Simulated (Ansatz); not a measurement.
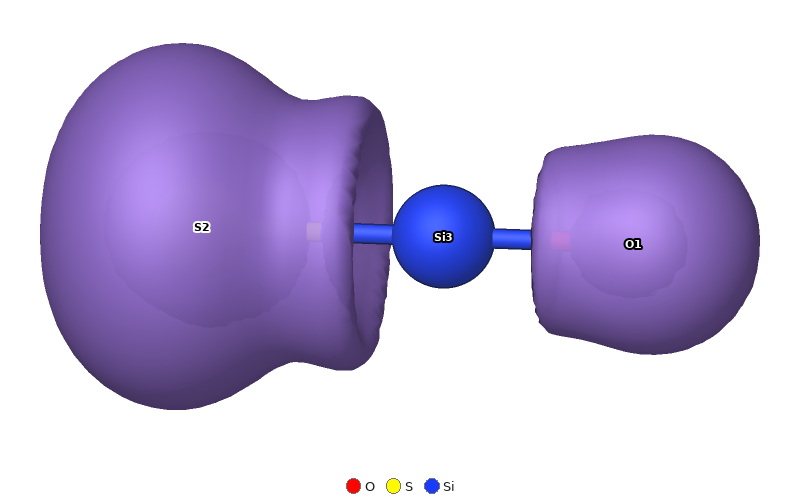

OSSi. Isosurface of the ELF at 0.75 (purple), seen from one side. Only the valence region is drawn (cores and ρ < 0.01 e/Å³ removed).

Geometry: PBE0-D4/def2-TZVP.

Computed with isolated molecule in a Gaussian basis; Kohn-Sham density functional theory, functional PBE0 in Ansatz.

**Where are the electrons localised?**

The surface consists of one region on S in which the atom's valence shell and bonds are merged and one region wrapped around O (its lone pairs, merged into a ring or cap). Along the contacts the grid gives the following. Si–O (1.51 Å): the ELF peaks at about 0.80 in the valence shell of O, 0.6 Å from its nucleus, and is about 0.35 at the midpoint. Si–S (1.91 Å): the ELF peaks at about 0.80 between the atoms: localised, covalent bonding.
